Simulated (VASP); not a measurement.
## Geometry relaxation of SnHBrO (part 4 of 4)

SnHBrO (4 atoms in the cell); Kohn-Sham DFT of a periodic cell, PBE, VASP PAW PBE potentials, recommended, no spin polarisation (VASP 6.6.1); cutoff 520 eV, 1×1×1 k-mesh, Gaussian smearing of 0.01 eV. It belongs to a series of runs on one base structure; here: atoms moved at random by about 0.02 A.

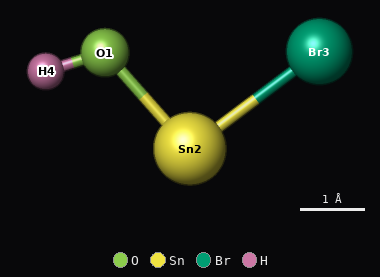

The geometry at step 23 of the log (ball-and-stick view of the molecule without its box, seen on its broad side; atoms are numbered from 1 in the order of the input).

Trajectory as extended XYZ, continued:
```
4
Lattice="13.0000 0.0000 0.0000 0.0000 11.0000 0.0000 0.0000 0.0000 11.0000" Properties=species:S:1:pos:R:3:forces:R:3 step=6 energy=-16.63642
O     5.6433    6.0864    4.8208    0.0854  -0.0135   0.0107
Sn    5.7506    4.9741    6.4933    0.0337  -0.0051   0.0037
Br    8.2657    4.6694    6.3084    0.0201  -0.0234   0.0243
H     4.7452    6.3942    4.6137   -0.1392   0.0420  -0.0388
4
Lattice="13.0000 0.0000 0.0000 0.0000 11.0000 0.0000 0.0000 0.0000 11.0000" Properties=species:S:1:pos:R:3:forces:R:3 step=7 energy=-16.63650
O     5.6430    6.0865    4.8209    0.0792  -0.0092   0.0062
Sn    5.7507    4.9743    6.4931    0.0363  -0.0073   0.0062
Br    8.2664    4.6691    6.3087    0.0125  -0.0214   0.0231
H     4.7447    6.3943    4.6135   -0.1281   0.0379  -0.0355
4
Lattice="13.0000 0.0000 0.0000 0.0000 11.0000 0.0000 0.0000 0.0000 11.0000" Properties=species:S:1:pos:R:3:forces:R:3 step=8 energy=-16.63669
O     5.6423    6.0869    4.8212    0.0479   0.0092  -0.0135
Sn    5.7509    4.9748    6.4924    0.0470  -0.0161   0.0168
Br    8.2682    4.6680    6.3096   -0.0003  -0.0189   0.0228
H     4.7434    6.3946    4.6129   -0.0946   0.0258  -0.0261
4
Lattice="13.0000 0.0000 0.0000 0.0000 11.0000 0.0000 0.0000 0.0000 11.0000" Properties=species:S:1:pos:R:3:forces:R:3 step=9 energy=-16.63684
O     5.6408    6.0875    4.8218   -0.0138   0.0452  -0.0524
Sn    5.7514    4.9758    6.4911    0.0708  -0.0334   0.0375
Br    8.2720    4.6657    6.3116   -0.0301  -0.0126   0.0213
H     4.7406    6.3951    4.6117   -0.0269   0.0008  -0.0064
4
Lattice="13.0000 0.0000 0.0000 0.0000 11.0000 0.0000 0.0000 0.0000 11.0000" Properties=species:S:1:pos:R:3:forces:R:3 step=10 energy=-16.63695
O     5.6404    6.0880    4.8215   -0.0167   0.0414  -0.0458
Sn    5.7520    4.9757    6.4912    0.0654  -0.0266   0.0284
Br    8.2723    4.6653    6.3120   -0.0278  -0.0127   0.0208
H     4.7400    6.3951    4.6115   -0.0209  -0.0020  -0.0034
4
Lattice="13.0000 0.0000 0.0000 0.0000 11.0000 0.0000 0.0000 0.0000 11.0000" Properties=species:S:1:pos:R:3:forces:R:3 step=11 energy=-16.63720
O     5.6395    6.0893    4.8206   -0.0260   0.0302  -0.0269
Sn    5.7538    4.9754    6.4915    0.0514  -0.0086   0.0042
Br    8.2732    4.6641    6.3133   -0.0213  -0.0121   0.0184
H     4.7383    6.3954    4.6108   -0.0042  -0.0096   0.0043
4
Lattice="13.0000 0.0000 0.0000 0.0000 11.0000 0.0000 0.0000 0.0000 11.0000" Properties=species:S:1:pos:R:3:forces:R:3 step=12 energy=-16.63740
O     5.6376    6.0918    4.8189   -0.0426   0.0063   0.0119
Sn    5.7574    4.9749    6.4920    0.0248   0.0269  -0.0432
Br    8.2751    4.6616    6.3159   -0.0103  -0.0091   0.0118
H     4.7347    6.3959    4.6094    0.0281  -0.0242   0.0194
4
Lattice="13.0000 0.0000 0.0000 0.0000 11.0000 0.0000 0.0000 0.0000 11.0000" Properties=species:S:1:pos:R:3:forces:R:3 step=13 energy=-16.63750
O     5.6362    6.0926    4.8187    0.0226  -0.0138   0.0235
Sn    5.7588    4.9753    6.4912    0.0096   0.0257  -0.0376
Br    8.2754    4.6608    6.3168   -0.0005  -0.0078   0.0078
H     4.7344    6.3955    4.6095   -0.0318  -0.0042   0.0064
4
Lattice="13.0000 0.0000 0.0000 0.0000 11.0000 0.0000 0.0000 0.0000 11.0000" Properties=species:S:1:pos:R:3:forces:R:3 step=14 energy=-16.63751
O     5.6360    6.0927    4.8186    0.0349  -0.0176   0.0254
Sn    5.7590    4.9753    6.4911    0.0051   0.0254  -0.0360
Br    8.2755    4.6606    6.3169    0.0019  -0.0071   0.0065
H     4.7343    6.3954    4.6095   -0.0419  -0.0006   0.0041
4
Lattice="13.0000 0.0000 0.0000 0.0000 11.0000 0.0000 0.0000 0.0000 11.0000" Properties=species:S:1:pos:R:3:forces:R:3 step=16 energy=-16.63762
O     5.6355    6.0931    4.8191    0.0034   0.0130  -0.0129
Sn    5.7607    4.9765    6.4893   -0.0102   0.0050  -0.0014
Br    8.2758    4.6596    6.3181    0.0147  -0.0066   0.0024
H     4.7329    6.3950    4.6097   -0.0078  -0.0114   0.0119
4
Lattice="13.0000 0.0000 0.0000 0.0000 11.0000 0.0000 0.0000 0.0000 11.0000" Properties=species:S:1:pos:R:3:forces:R:3 step=17 energy=-16.63762
O     5.6352    6.0933    4.8193   -0.0117   0.0277  -0.0316
Sn    5.7615    4.9770    6.4884   -0.0185  -0.0050   0.0157
Br    8.2760    4.6591    6.3186    0.0211  -0.0062   0.0003
H     4.7321    6.3948    4.6098    0.0090  -0.0166   0.0157
4
Lattice="13.0000 0.0000 0.0000 0.0000 11.0000 0.0000 0.0000 0.0000 11.0000" Properties=species:S:1:pos:R:3:forces:R:3 step=18 energy=-16.63762
O     5.6354    6.0931    4.8192   -0.0033   0.0168  -0.0175
Sn    5.7609    4.9766    6.4891   -0.0073   0.0052  -0.0014
Br    8.2759    4.6594    6.3182    0.0152  -0.0080   0.0041
H     4.7326    6.3950    4.6097   -0.0046  -0.0140   0.0148
4
Lattice="13.0000 0.0000 0.0000 0.0000 11.0000 0.0000 0.0000 0.0000 11.0000" Properties=species:S:1:pos:R:3:forces:R:3 step=19 energy=-16.63762
O     5.6353    6.0932    4.8193   -0.0066   0.0225  -0.0250
Sn    5.7612    4.9768    6.4888   -0.0150  -0.0010   0.0090
Br    8.2759    4.6593    6.3184    0.0188  -0.0066   0.0014
H     4.7324    6.3949    4.6097    0.0028  -0.0149   0.0146
4
Lattice="13.0000 0.0000 0.0000 0.0000 11.0000 0.0000 0.0000 0.0000 11.0000" Properties=species:S:1:pos:R:3:forces:R:3 step=20 energy=-16.63763
O     5.6353    6.0932    4.8192   -0.0069   0.0201  -0.0207
Sn    5.7610    4.9767    6.4889   -0.0085   0.0036   0.0012
Br    8.2759    4.6593    6.3183    0.0167  -0.0086   0.0041
H     4.7325    6.3949    4.6097   -0.0013  -0.0150   0.0154
4
Lattice="13.0000 0.0000 0.0000 0.0000 11.0000 0.0000 0.0000 0.0000 11.0000" Properties=species:S:1:pos:R:3:forces:R:3 step=21 energy=-16.63763
O     5.6353    6.0932    4.8192   -0.0054   0.0212  -0.0236
Sn    5.7611    4.9768    6.4888   -0.0139  -0.0002   0.0077
Br    8.2759    4.6593    6.3184    0.0180  -0.0065   0.0015
H     4.7324    6.3949    4.6097    0.0013  -0.0145   0.0144
4
Lattice="13.0000 0.0000 0.0000 0.0000 11.0000 0.0000 0.0000 0.0000 11.0000" Properties=species:S:1:pos:R:3:forces:R:3 step=22 energy=-16.63766
O     5.6349    6.0939    4.8189    0.0045   0.0194  -0.0240
Sn    5.7616    4.9773    6.4881   -0.0137  -0.0046   0.0135
Br    8.2765    4.6586    6.3190    0.0174  -0.0051  -0.0001
H     4.7317    6.3944    4.6101   -0.0081  -0.0097   0.0106
4
Lattice="13.0000 0.0000 0.0000 0.0000 11.0000 0.0000 0.0000 0.0000 11.0000" Properties=species:S:1:pos:R:3:forces:R:3 step=23 energy=-16.63772
O     5.6340    6.0956    4.8181    0.0287   0.0163  -0.0260
Sn    5.7629    4.9787    6.4863   -0.0126  -0.0132   0.0256
Br    8.2780    4.6569    6.3205    0.0167  -0.0047  -0.0012
H     4.7299    6.3930    4.6112   -0.0327   0.0016   0.0016
4
Lattice="13.0000 0.0000 0.0000 0.0000 11.0000 0.0000 0.0000 0.0000 11.0000" Properties=species:S:1:pos:R:3:forces:R:3 step=24 energy=-16.63777
O     5.6341    6.0964    4.8175    0.0113   0.0141  -0.0196
Sn    5.7631    4.9790    6.4861   -0.0080  -0.0095   0.0175
Br    8.2787    4.6563    6.3210    0.0082  -0.0007  -0.0032
H     4.7289    6.3926    4.6116   -0.0116  -0.0039   0.0054
4
Lattice="13.0000 0.0000 0.0000 0.0000 11.0000 0.0000 0.0000 0.0000 11.0000" Properties=species:S:1:pos:R:3:forces:R:3 step=25 energy=-16.63780
O     5.6342    6.0973    4.8168   -0.0146   0.0158  -0.0152
Sn    5.7634    4.9793    6.4859   -0.0020  -0.0048   0.0084
Br    8.2796    4.6555    6.3215    0.0022   0.0000  -0.0029
H     4.7277    6.3921    4.6120    0.0144  -0.0110   0.0097
4
Lattice="13.0000 0.0000 0.0000 0.0000 11.0000 0.0000 0.0000 0.0000 11.0000" Properties=species:S:1:pos:R:3:forces:R:3 step=27 energy=-16.63781
O     5.6339    6.0985    4.8157    0.0068  -0.0039   0.0077
Sn    5.7636    4.9795    6.4857    0.0041   0.0051  -0.0083
Br    8.2805    4.6548    6.3221   -0.0043   0.0013  -0.0026
H     4.7268    6.3913    4.6127   -0.0067  -0.0024   0.0032
4
Lattice="13.0000 0.0000 0.0000 0.0000 11.0000 0.0000 0.0000 0.0000 11.0000" Properties=species:S:1:pos:R:3:forces:R:3 step=28 energy=-16.63782
O     5.6340    6.0984    4.8159    0.0017  -0.0023   0.0049
Sn    5.7636    4.9795    6.4857    0.0059   0.0066  -0.0079
Br    8.2803    4.6549    6.3220   -0.0054   0.0006  -0.0019
H     4.7269    6.3914    4.6126   -0.0022  -0.0048   0.0049
4
Lattice="13.0000 0.0000 0.0000 0.0000 11.0000 0.0000 0.0000 0.0000 11.0000" Properties=species:S:1:pos:R:3:forces:R:3 step=29 energy=-16.63782
O     5.6340    6.0983    4.8159    0.0003  -0.0013   0.0040
Sn    5.7636    4.9795    6.4857    0.0054   0.0062  -0.0076
Br    8.2803    4.6549    6.3220   -0.0047   0.0003  -0.0017
H     4.7269    6.3914    4.6126   -0.0010  -0.0052   0.0053
4
Lattice="13.0000 0.0000 0.0000 0.0000 11.0000 0.0000 0.0000 0.0000 11.0000" Properties=species:S:1:pos:R:3:forces:R:3 step=30 energy=-16.63782
O     5.6340    6.0983    4.8159    0.0015  -0.0020   0.0048
Sn    5.7636    4.9795    6.4857    0.0051   0.0060  -0.0076
Br    8.2803    4.6549    6.3220   -0.0052   0.0009  -0.0021
H     4.7269    6.3914    4.6126   -0.0014  -0.0049   0.0050
4
Lattice="13.0000 0.0000 0.0000 0.0000 11.0000 0.0000 0.0000 0.0000 11.0000" Properties=species:S:1:pos:R:3:forces:R:3 step=31 energy=-16.63782
O     5.6339    6.0985    4.8158    0.0052  -0.0023   0.0032
Sn    5.7637    4.9796    6.4856    0.0019   0.0023  -0.0026
Br    8.2803    4.6548    6.3220   -0.0031   0.0024  -0.0033
H     4.7268    6.3912    4.6128   -0.0040  -0.0024   0.0027
4
Lattice="13.0000 0.0000 0.0000 0.0000 11.0000 0.0000 0.0000 0.0000 11.0000" Properties=species:S:1:pos:R:3:forces:R:3 step=32 energy=-16.63782
O     5.6339    6.0985    4.8158    0.0064  -0.0027   0.0036
Sn    5.7638    4.9797    6.4855    0.0031   0.0036  -0.0038
Br    8.2803    4.6548    6.3220   -0.0030   0.0013  -0.0026
H     4.7267    6.3911    4.6129   -0.0065  -0.0023   0.0028
4
Lattice="13.0000 0.0000 0.0000 0.0000 11.0000 0.0000 0.0000 0.0000 11.0000" Properties=species:S:1:pos:R:3:forces:R:3 step=33 energy=-16.63783
O     5.6339    6.0986    4.8158    0.0108  -0.0027   0.0027
Sn    5.7639    4.9799    6.4853    0.0007   0.0011  -0.0002
Br    8.2803    4.6547    6.3220   -0.0013   0.0016  -0.0033
H     4.7266    6.3909    4.6131   -0.0101   0.0000   0.0008
4
Lattice="13.0000 0.0000 0.0000 0.0000 11.0000 0.0000 0.0000 0.0000 11.0000" Properties=species:S:1:pos:R:3:forces:R:3 step=34 energy=-16.63783
O     5.6341    6.0987    4.8158   -0.0068   0.0042  -0.0033
Sn    5.7641    4.9800    6.4852    0.0002  -0.0008   0.0026
Br    8.2803    4.6547    6.3220    0.0003   0.0013  -0.0030
H     4.7263    6.3907    4.6132    0.0063  -0.0047   0.0038
4
Lattice="13.0000 0.0000 0.0000 0.0000 11.0000 0.0000 0.0000 0.0000 11.0000" Properties=species:S:1:pos:R:3:forces:R:3 step=35 energy=-16.63783
O     5.6340    6.0987    4.8158   -0.0016   0.0015  -0.0003
Sn    5.7640    4.9800    6.4852    0.0029   0.0030  -0.0014
Br    8.2803    4.6547    6.3220   -0.0018   0.0002  -0.0026
H     4.7264    6.3908    4.6132    0.0005  -0.0046   0.0043
4
Lattice="13.0000 0.0000 0.0000 0.0000 11.0000 0.0000 0.0000 0.0000 11.0000" Properties=species:S:1:pos:R:3:forces:R:3 step=37 energy=-16.63783
O     5.6341    6.0988    4.8158   -0.0060   0.0037  -0.0036
Sn    5.7642    4.9801    6.4851   -0.0012  -0.0014   0.0030
Br    8.2803    4.6547    6.3219    0.0015   0.0015  -0.0025
H     4.7262    6.3906    4.6134    0.0057  -0.0038   0.0032
4
Lattice="13.0000 0.0000 0.0000 0.0000 11.0000 0.0000 0.0000 0.0000 11.0000" Properties=species:S:1:pos:R:3:forces:R:3 step=38 energy=-16.63783
O     5.6341    6.0988    4.8158   -0.0069   0.0039  -0.0033
Sn    5.7642    4.9802    6.4851    0.0005   0.0003   0.0022
Br    8.2803    4.6547    6.3218    0.0009   0.0006  -0.0027
H     4.7262    6.3905    4.6135    0.0055  -0.0047   0.0038
4
Lattice="13.0000 0.0000 0.0000 0.0000 11.0000 0.0000 0.0000 0.0000 11.0000" Properties=species:S:1:pos:R:3:forces:R:3 step=39 energy=-16.63783
O     5.6342    6.0989    4.8157   -0.0081   0.0047  -0.0044
Sn    5.7643    4.9802    6.4850   -0.0016  -0.0017   0.0040
Br    8.2802    4.6547    6.3218    0.0025   0.0010  -0.0028
H     4.7261    6.3903    4.6136    0.0072  -0.0041   0.0032
4
Lattice="13.0000 0.0000 0.0000 0.0000 11.0000 0.0000 0.0000 0.0000 11.0000" Properties=species:S:1:pos:R:3:forces:R:3 step=40 energy=-16.63784
O     5.6341    6.0990    4.8156    0.0058  -0.0013   0.0012
Sn    5.7643    4.9803    6.4850   -0.0013   0.0001   0.0014
Br    8.2802    4.6547    6.3216    0.0017   0.0011  -0.0025
H     4.7261    6.3901    4.6138   -0.0061   0.0001  -0.0001
4
Lattice="13.0000 0.0000 0.0000 0.0000 11.0000 0.0000 0.0000 0.0000 11.0000" Properties=species:S:1:pos:R:3:forces:R:3 step=41 energy=-16.63784
O     5.6341    6.0990    4.8157    0.0016   0.0003   0.0001
Sn    5.7643    4.9803    6.4850    0.0004   0.0008   0.0018
Br    8.2802    4.6547    6.3217    0.0019   0.0003  -0.0032
H     4.7261    6.3901    4.6138   -0.0039  -0.0014   0.0013
```

This output came from the following input.

INCAR:
```
PREC = Accurate ; ENCUT = 520
EDIFF = 1E-6 ; ISMEAR = 0
SIGMA = 0.01 ; LREAL = False
LASPH = True ; NELM = 60
ALGO = Fast ; ISIF = 2
LWAVE = False ; LCHARG = False
GGA = PE ; IBRION = 2
NSW = 60 ; EDIFFG = -0.005
```

KPOINTS:
```
regular mesh
0
Gamma
  1 1 1
```

POSCAR:
```
SnHBrO
1.0
   13.0000000000      0.0000000000      0.0000000000
    0.0000000000     11.0000000000      0.0000000000
    0.0000000000      0.0000000000     11.0000000000
O Sn Br H
1 1 1 1
Direct
    0.4334740000      0.5524920000      0.4395380000
    0.4426190000      0.4531120000      0.5887540000
    0.6349780000      0.4248510000      0.5732800000
    0.3662200000      0.5808320000      0.4198970000
```

Launch command:
```bash
cat potpaw_PBE.64/O/POTCAR potpaw_PBE.64/Sn_d/POTCAR potpaw_PBE.64/Br/POTCAR potpaw_PBE.64/H/POTCAR > POTCAR
mpirun -np 1 vasp_gam > vasp.out
```

Results in brief:

```csv
quantity,value
outcome,converged
electrons treated,28
free energy,−16.6378 eV
Fermi energy,−6.010 eV
gap on the k-point mesh,3.09 eV
final volume,1573.00 Å³
largest force (length of the vector) at the end,0.004 eV/Å
hardware,"1 thread of Intel Xeon (Emerald Rapids), 450 GiB of memory available, shared host"
wall time,31 min
peak memory,1.3 GiB
```
